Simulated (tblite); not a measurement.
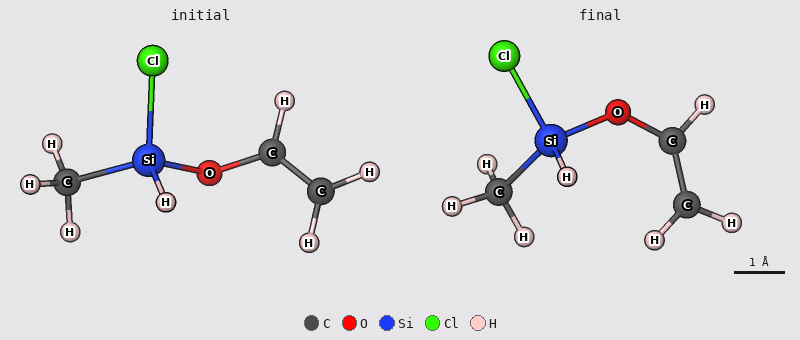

The structure of C$_{3}$H$_{7}$ClOSi before (left) and after (right) a relaxation, at one scale.

A ball-and-stick model, seen face on.

Computed with GFN2-xTB geometry optimisation, gas phase in tblite 0.8.0. 

Summarise the run.

The energy falls by 43.4 kJ/mol in 189 geometry steps. The largest move after the best rigid fit is that of an H atom, 1.60 Å. By element the largest moves are H 1.60 Å, O 1.52 Å, Cl 1.03 Å, C 0.80 Å, Si 0.57 Å. Among the contacts that change: O–Si 1.734 → 1.630 Å, Cl–Si 2.086 → 2.005 Å, C–Si 1.850 → 1.899 Å, H–Si 1.483 → 1.461 Å. Bond angles that change, for instance: C–O–Si 119.0° → 134.0°, O–C–H 119.1° → 111.4°, H–C–H 114.1° → 107.4°. Groups turn about O–Si by about 125°, C–O by about 105°.
